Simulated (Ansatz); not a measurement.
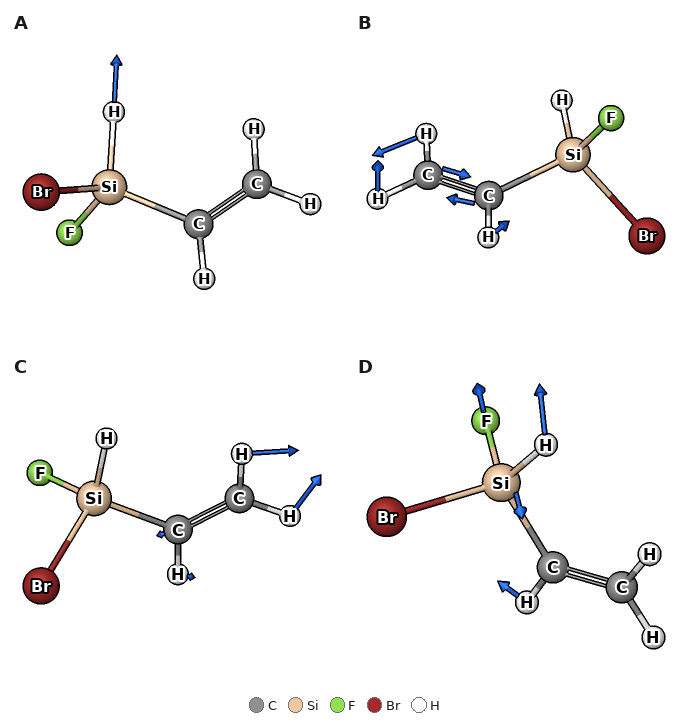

4 normal modes of one molecule or complex, as arrows. Harmonic vibrations computed with RKS PBE0-D4/def2-TZVP (Ansatz 0.2.0) at a stationary point of the same level.

**Match the panels to the wavenumbers 910 cm⁻¹, 1444 cm⁻¹, 1669 cm⁻¹, 2269 cm⁻¹.**

A: 2269 cm⁻¹, Si–H stretching
B: 1669 cm⁻¹
C: 1444 cm⁻¹, angle bending
D: 910 cm⁻¹
